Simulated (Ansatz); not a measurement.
H3NbO4

```xyz
8

Nb   -0.0495    0.0029    0.0305
O    -1.4810    0.2376    0.9114
O     1.4297    0.3379    1.1682
O    -0.0304    1.2045   -1.4358
O    -0.0018   -1.7873   -0.5920
H     1.4912    0.5987    2.0913
H    -0.6541    1.8721   -1.7347
H    -0.6120   -2.5236   -0.4947
```

Geometry: PBE0-D4/def2-SVP; core potentials replace the inner electrons of Nb.

The calculation used isolated molecule in a Gaussian basis; Kohn-Sham density functional theory, functional PBE0 in Ansatz 0.2.0.

Predict the electron density and electron localisation function between the atoms.

Nb–O (1.70 Å): the density is about 1.8 e/Å³ at the midpoint; the ELF peaks at about 0.80 in the valence shell of O, 0.5 Å from its nucleus, and drops to about 0.40 between the two atoms.
O–H (0.96 Å): ρ is about 3.8 e/Å³ halfway; the ELF climbs to about 1 towards the hydrogen, as it does in any bond to H: an ordinary covalent bond to hydrogen.
Nb–O (1.90 Å): the density is about 1 e/Å³ at the midpoint; the ELF peaks at about 0.85 in the valence shell of O, 0.5 Å from its nucleus, and drops to about 0.25 between the two atoms.

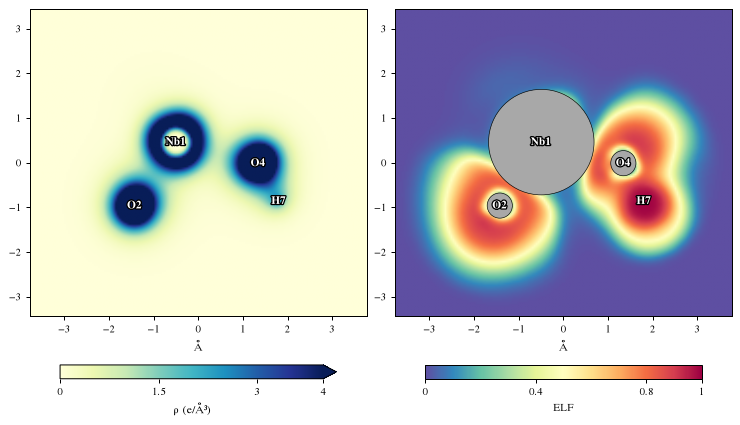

Computed electron density and electron localisation function on the plane of atoms O2, Nb1 and O4, in this order. Grey discs cover the atomic cores in the ELF map. 
